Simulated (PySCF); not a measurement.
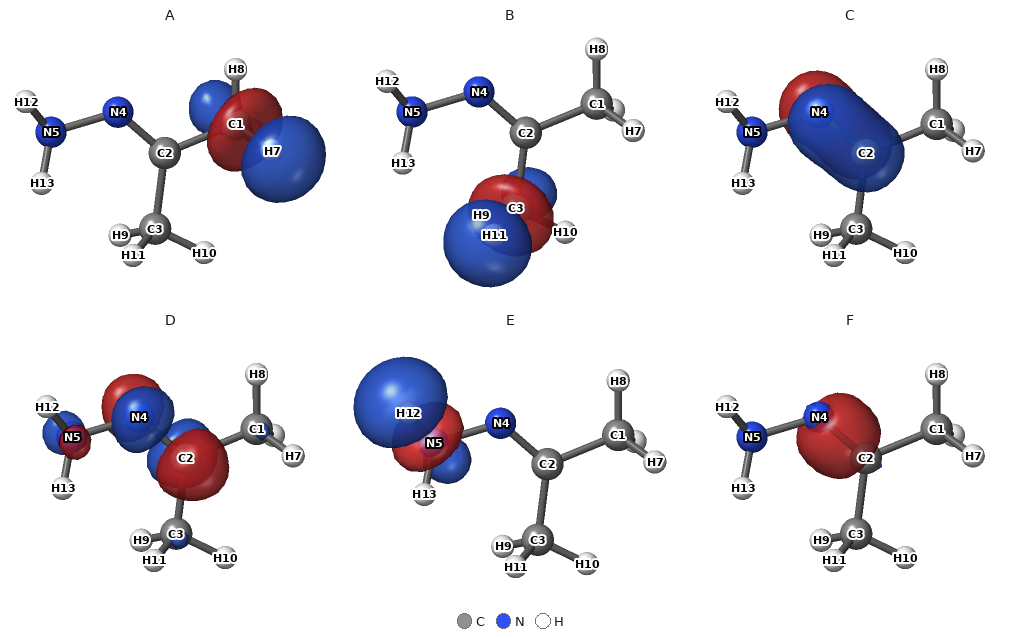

C$_{3}$H$_{8}$N$_{2}$, SMILES `CC(C)=NN`. Intrinsic bond orbitals (IBO), occupied and valence-virtual; each surface holds about 80 % of the orbital's density. Energies are diagonal elements of the Fock matrix.

Computed with PySCF, TPSSh/6-311+G**, geometry: GFN2-xTB. No frequency check shows the geometry to be a minimum.

Q: Name the orbitals, with their atomic make-up and energies.

A: By panel:
- A: σ* orbital H7–C1 (H7 57 %, C1 42 %; 9.4 eV)
- B: σ* orbital H11–C3 (H11 57 %, C3 42 %; 9.0 eV)
- C: π bond N4–C2 (N4 55 %, C2 43 %; −8.4 eV)
- D: σ* orbital C2–N4 (C2 50 %, N4 40 %, N5 7 %; 2.1 eV)
- E: σ* orbital H12–N5, mostly on H12 (H12 64 %, N5 36 %; 7.6 eV)
- F: σ bond N4–C2 (N4 57 %, C2 43 %; −20.1 eV)

Q: How do all the valence pairs divide up?

A: 15 pairs: 12 σ bonds, 2 lone pairs and 1 two-centre π bond.

Run time: 39 s on 1 thread of Intel(R) Xeon(R) Platinum 8375C CPU @ 2.90GHz (Ice Lake), with other jobs on the host, peak memory 0.69 GiB.
